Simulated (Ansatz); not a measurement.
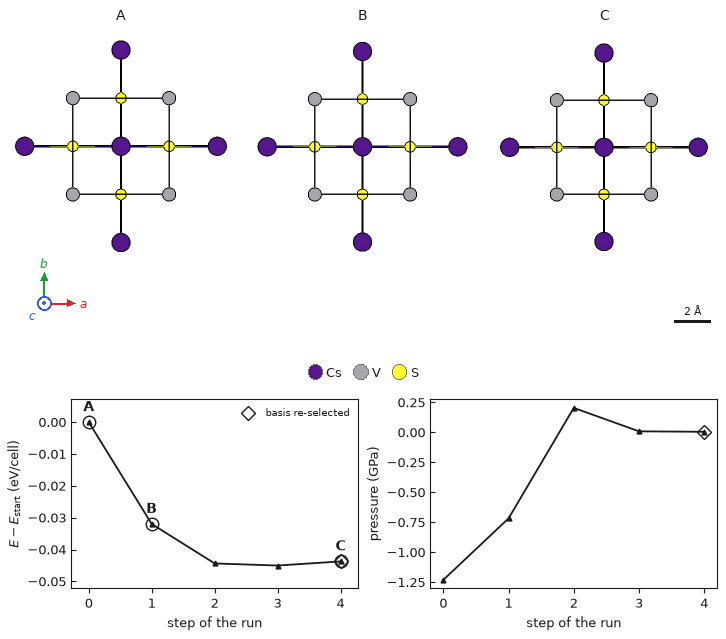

Frames of a relaxation of crystalline CsVS3 (built on the cubic perovskite type), marked on the history of the run. A ball-and-stick model of the cell of the calculation, seen along the c axis.

Case: cubic perovskite type (Pm-3m, No. 221).

Method: DFT r2SCAN, scalar-relativistic, plane waves, PAW (Ansatz 0.2.0). (plane-wave cutoff 500 eV; k-point mesh 8 × 8 × 8; occupations gaussian; smearing width 0.1 eV; collinear spin; cell and atoms relaxed; force threshold 0.01 eV/Å; at most 80 steps)

### Describe the path.

The energy falls by 43.7 meV per cell of the calculation in 3 accepted moves (4 points after the start). All forces vanish by symmetry, so only the cell relaxes. Pressure: −1.23 GPa at the start and 0.01 GPa at the end. At 1 point the geometry stayed and the basis and grid were re-selected for the new cell (energy shift of 1.3 meV per cell of the calculation at most each time). The atoms keep their places relative to the cell (all moves are under 0.005 Å). The volume changes by −6.3 %, with a = b = c 5.503 → 5.385 Å (−2.1 %). Near-neighbour distances that change, for instance: Cs–S 2.751 → 2.693 Å. The space group stays Pm-3m (No. 221). From step 0 to 1: volume −3.0 %, energy −32.0 meV per cell of the calculation. From step 1 to 4: volume −3.3 %, energy −11.8 meV per cell of the calculation.

| step | E − E(0), meV/atom | pressure, GPa | volume, Å³/atom | note |
| --- | --- | --- | --- | --- |
| 0 | 0.00 | -1.23 | 33.320 |  |
| 1 | -6.39 | -0.72 | 32.305 |  |
| 2 | -8.87 | 0.20 | 30.986 |  |
| 3 | -9.00 | 0.01 | 31.237 |  |
| 4 | -8.74 | 0.01 | 31.237 | same geometry, new basis |
